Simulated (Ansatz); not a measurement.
**What a change does: single-point calculation on WNH₃O₃**

System: WNH₃O₃ (WN(OH)3).
Method of run 1: RKS PBE0-D4/def2-TZVP (Ansatz 0.2.0).

The geometry comes from this level: r2SCAN-D4/def2-SVP. Text and figures count atoms from 1; the logs count them from 0 in places.

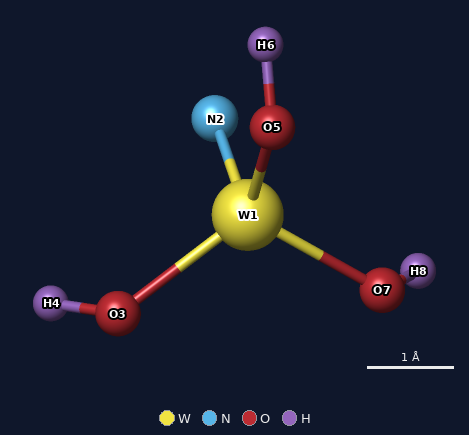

**Figure 1.** The structure as given in the input (ball-and-stick view, seen at a tilt; atoms are numbered from 1 in the order of the input). Sticks mark near contacts.

## Input, run 1
```yaml
crystal:
  periodic: [false, false, false]
  atoms:
    - {symbol: W, position_ang: [-0.000922, -0.001442, -0.076320]}
    - {symbol: N, position_ang: [0.022013, 0.028338, 1.599660]}
    - {symbol: O, position_ang: [1.773657, 0.418098, -0.611356]}
    - {symbol: H, position_ang: [2.476856, 0.596944, 0.027004]}
    - {symbol: O, position_ang: [-1.269946, 1.318228, -0.585609]}
    - {symbol: H, position_ang: [-1.752957, 1.847561, 0.062836]}
    - {symbol: O, position_ang: [-0.527389, -1.767310, -0.541005]}
    - {symbol: H, position_ang: [-0.721312, -2.440427, 0.124790]}
basis:
  gaussian: {orbitals: def2-TZVP, initial_orbitals: start.molden}
hamiltonian: {xc: pbe0, dispersion: d4}
scf: {omitted_lower_state_checks: [starts]}
output: {orbitals: {seedname: orbitals}}
```

Command:
```bash
ansatz run in.yaml --threads 4 --pin off --events-out ev --progress --plain --max-ram 3916MiB
```

Hardware: 4 threads of Arm Neoverse V2, 23 GiB of memory available, shared host.

## Output (run 1)
```
Functional definition: PBE0
  parameter a = 0.25
  parameter kappa = 0.804
  parameter beta = 0.06672455060314922
  exchange = (1 - a)*pbe_x(kappa = kappa, mu = beta*pi^2/3) + a*exact_x
  correlation = pbe_c(beta = beta)
these checks for a lower state are left out or cut short: starts
1140 factors; their error is unknown
mean field evaluation 1: about -9500.1689 eV, gradient 1.8e2 eV
mean field evaluation 2: about -9504.5167 eV, gradient 4.7e0 eV
mean field evaluation 4: about -9504.6094 eV, gradient 3.3e-1 eV
mean field evaluation 8: about -9504.6095 eV, gradient 1.2e-5 eV
mean field -9504.60948544 eV, -349.2879561344 hartree, gradient 1.2e-5 eV, S^2 0.000000; 0 other end points of the search recorded, 0 dependent functions left out
reference -9504.60951335 eV, -349.2879571599 hartree; 24, 24 occupied and 158, 158 virtual orbitals, 1140 factors
Total energy: -9504.75689261 eV, -349.2933732477 hartree
Checks for a lower state left out: starts
```

The input of run 2 differs as follows (lines with − go, lines with + come):
```diff
-  gaussian: {orbitals: def2-TZVP, initial_orbitals: start.molden}
+  gaussian: {orbitals: def2-TZVPD, initial_orbitals: start.molden}
```

How does run 2 compare with run 1?

The total energy of run 2 is 2.5 kcal/mol lower, which measures the change of basis and not a stability. The LUMO goes from −0.94 to −1.04 eV. The basis functions go from 182 to 227.

## Output (run 2)
```
Functional definition: PBE0
  parameter a = 0.25
  parameter kappa = 0.804
  parameter beta = 0.06672455060314922
  exchange = (1 - a)*pbe_x(kappa = kappa, mu = beta*pi^2/3) + a*exact_x
  correlation = pbe_c(beta = beta)
these checks for a lower state are left out or cut short: starts
1300 factors; their error is unknown
mean field evaluation 1: about -9504.5708 eV, gradient 5.9e0 eV
mean field evaluation 2: about -9504.6796 eV, gradient 1.4e-1 eV
mean field evaluation 4: about -9504.7183 eV, gradient 3.4e-4 eV
mean field -9504.71825968 eV, -349.2919535138 hartree, gradient 1.9e-5 eV, S^2 0.000000; 0 other end points of the search recorded, 0 dependent functions left out
reference -9504.71831209 eV, -349.2919554398 hartree; 24, 24 occupied and 203, 203 virtual orbitals, 1300 factors
Total energy: -9504.86569135 eV, -349.2973715276 hartree
Checks for a lower state left out: starts
```

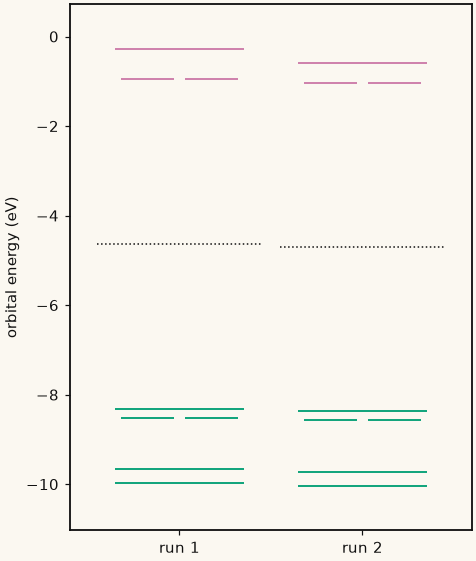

**Figure 2.** The five highest filled and three lowest empty orbital energies of the two runs; the dotted lines part filled from empty levels. The HOMO–LUMO gap is 7.38 eV in run 1 and 7.33 eV in run 2.

## The two runs side by side

| quantity | run 1 | run 2 |
| --- | --- | --- |
| outcome | converged | converged |
| total energy (hartree) | −349.293373 | −349.297372 |
| HOMO (eV) | −8.32 | −8.36 |
| LUMO (eV) | −0.94 | −1.04 |
| basis functions | 182 | 227 |
| wall time (shared host) | 1.8 s | 3 s |
